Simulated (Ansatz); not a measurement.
Input file:

```
crystal:
  periodic: [false, false, false]
  atoms:
    - {symbol: K, position_ang: [-1.463559, -0.489809, -3.390459]}
    - {symbol: C, position_ang: [0.517585, 0.128098, 0.746831]}
    - {symbol: I, position_ang: [-1.490206, -0.148137, 0.062825]}
    - {symbol: H, position_ang: [1.086145, -0.753293, 0.469313]}
    - {symbol: H, position_ang: [0.903078, 1.031733, 0.286443]}
    - {symbol: H, position_ang: [0.446955, 0.231309, 1.825148]}
basis:
  gaussian: {orbitals: "def2-TZVPPD.json"}
total_charge: 1
hamiltonian: {xc: pbe0, dispersion: d4}
output: {orbitals: {seedname: orbitals}}
```

Launched as:

```sh
ansatz run in.yaml --threads 4 --pin off --events-out ev --progress --plain --max-ram 9574MiB
```

Geometry: PBE0-D4/def2-TZVP; core potentials replace the inner electrons of I.

All numbers below come from RKS PBE0-D4/def2-TZVPPD (Ansatz).

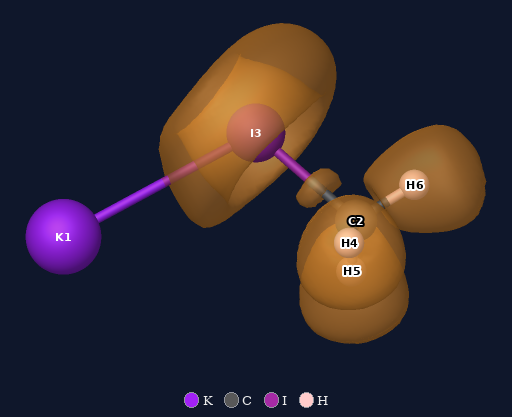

CH3IK (charge +1). Isosurface of the ELF at 0.75 (orange), seen at a tilt. Core shells and regions of very low density are left out.

### What do the ELF domains correspond to?

The surface consists of one region between bonded C–I atoms (shared pairs), three regions around hydrogen nuclei and one region wrapped around I (its valence shell).

Values along the shortest contacts:
C–I (2.14 Å): the ELF peaks at about 0.85 between the atoms; a shared electron pair. K–I (3.47 Å): the ELF peaks at about 0.85 in the valence shell of I, 1.3 Å from its nucleus, and is about 0.40 at the midpoint; an ionic contact with no shared pair.
